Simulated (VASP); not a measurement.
Band structure of KNaSO$_{4}$ (space group P-3m1). Calculation: r2SCAN meta-GGA, VASP's PBE PAW potentials (set 64) (plane waves; VASP).

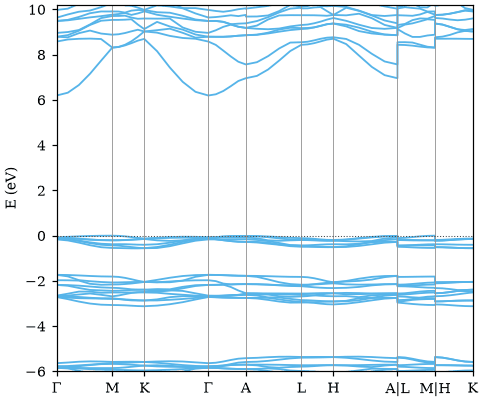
Figure: Bands along high-symmetry lines, zero at the valence-band maximum or, without a gap, the Fermi level

Question: Read the plot: is there a gap, and where are the band edges?

Answer: The gap is indirect, 6.20 eV, from the valence maximum at M to the conduction minimum at Γ.

The structure comes from a computed database's KNaSO4 entry (P-3m1); how it stands against other phases isn't given here. It was relaxed first, which changed the volume by -6 %.
